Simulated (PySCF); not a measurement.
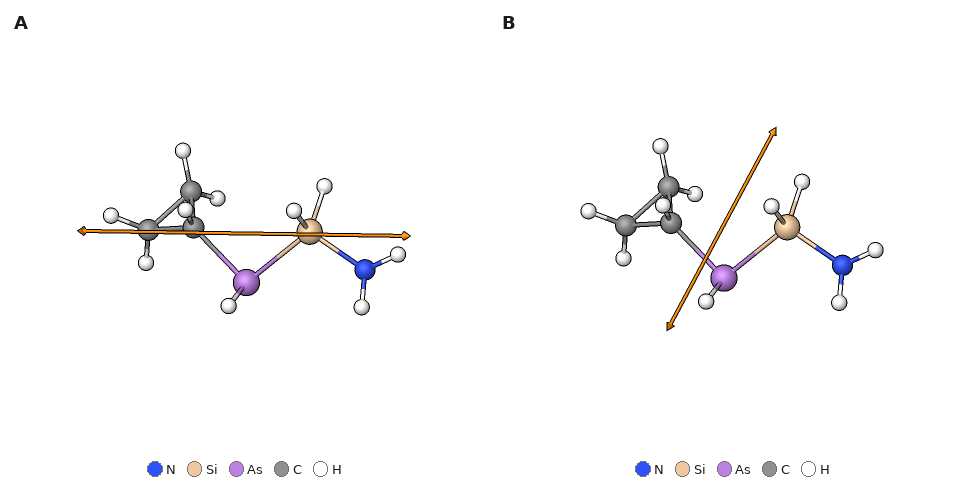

The double arrows show the directions of two transition dipoles from the ground state (lengths mean nothing). Computed geometry: GFN2-xTB optimisation. No frequency run is at hand to confirm it as a minimum. Method: TDDFT CAM-B3LYP/def2-SVPD, vertical, gas phase, core orbitals frozen in the response (PySCF 2.14.0).

One belongs to singlet state 1 and one to singlet state 5. Which is which?

A: state 1, 5.73 eV (216 nm), oscillator strength 0.043, mainly HOMO → LUMO (weight 0.75).
B: state 5, 7.10 eV (175 nm), oscillator strength 0.062, of mixed character, with the largest part HOMO−1 → LUMO+1 (weight 0.34).

The geometry is semi-empirical. Around As, Si such bond lengths and angles can be off by a tenth of an ångström or more and by several degrees, and values that hang on the shape move with them.
